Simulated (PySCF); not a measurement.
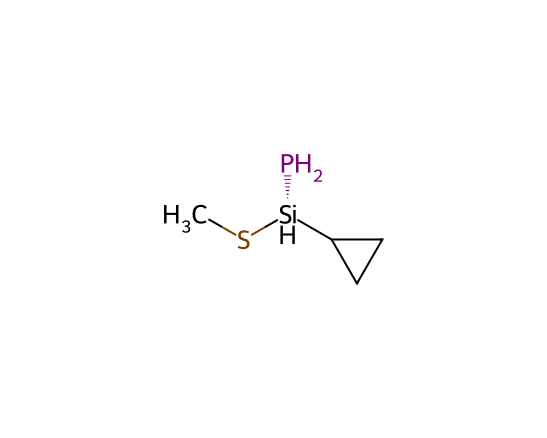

Computed geometry: GFN2-xTB optimisation. No frequency run is at hand to confirm it as a minimum. Method: PBE0/pcSseg-1, gas phase (PySCF 2.14.0).

Question: What is the dipole moment?

Answer: 1.28 D.

Question: Give the HOMO energy (Kohn–Sham orbital) at this level.

Answer: −6.72 eV.

Question: Estimate the LUMO energy (Kohn–Sham orbital).

Answer: −0.01 eV.

The geometry is semi-empirical. Around P, Si such bond lengths and angles can be off by a tenth of an ångström or more and by several degrees, and values that hang on the shape move with them.
